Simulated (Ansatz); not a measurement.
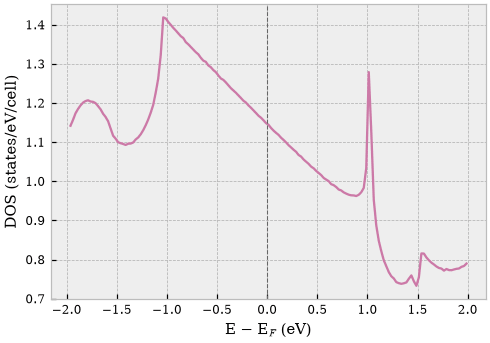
Figure: Density of states of PtIn2 (Fm-3m) near the Fermi level, PBEsol, rigid bands (Ansatz, a quantum-chemistry and plane-wave program).

**Question.** With 3 atoms a cell, what bare Sommerfeld coefficient γ = (π²/3) k_B² N(E_F) follows?

**Answer.** N(E_F) ≈ 1.15 states/eV a cell at 300 K, so γ ≈ 0.90 mJ/(mol of atoms·K²), before many-body enhancement (phonons, spin fluctuations, correlation).

**Question.** How far does the Fermi level move in a rigid band for 0.1 electron a cell added or removed?

**Answer.** 88 meV and -86 meV.

A metal at this level (no band gap); rigid bands, thermally averaged at 300 K, both spins. Spin-orbit coupling is left out, which matters with elements this heavy. Geometry: cell and atoms relaxed with PBEsol.

Formula and space group known from diffraction (Crystallography Open Database), not checked to be the room-temperature form: PtIn2 (Fm-3m).
